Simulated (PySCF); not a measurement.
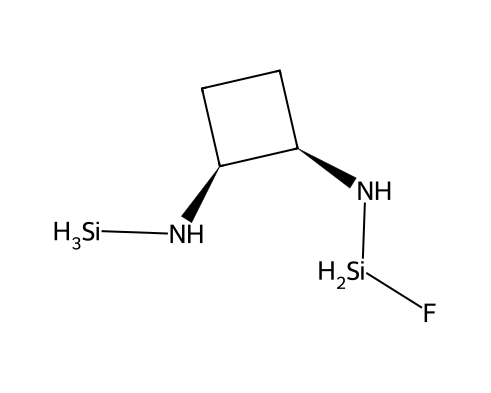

Computed geometry: GFN2-xTB optimisation. No frequency run is at hand to confirm it as a minimum. Method: PBE0/pcSseg-1, gas phase (PySCF 2.14.0).

Question: What is the LUMO energy (Kohn–Sham orbital)?

Answer: 0.22 eV.

Question: Estimate the HOMO energy (Kohn–Sham orbital).

Answer: −6.58 eV.

Question: Give the dipole moment at this level.

Answer: 2.00 D.

The geometry is semi-empirical. Around Si such bond lengths and angles can be off by a tenth of an ångström or more and by several degrees, and values that hang on the shape move with them.
